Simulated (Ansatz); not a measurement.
```xyz
6

O     1.2624   -1.6666    0.9167
C     0.5598   -0.8622    0.4145
O    -0.6297   -0.9981   -0.2496
Si   -0.2016    0.6672   -0.2113
H     0.1338    1.2659   -1.5206
H    -1.0826    1.5297    0.6042
```

Geometry: PBE0-D4/def2-TZVP.

The calculation used Ansatz 0.2.0, RKS PBE0-D4/def2-TZVPP.

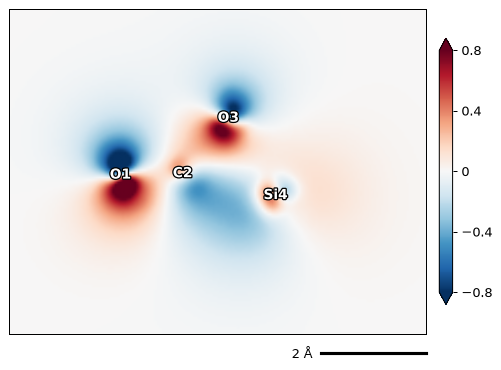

CH$_{2}$O$_{2}$Si. The HOMO on the plane of atoms O1, C2 and Si4 (values in Å⁻³ᐟ²; the overall sign is arbitrary).

What is the character of this orbital?

It lies mainly on O1 (about 40 %), Si4 (about 20 %), O3 (about 20 %) and C2 (about 20 %). Its energy is −7.49 eV.
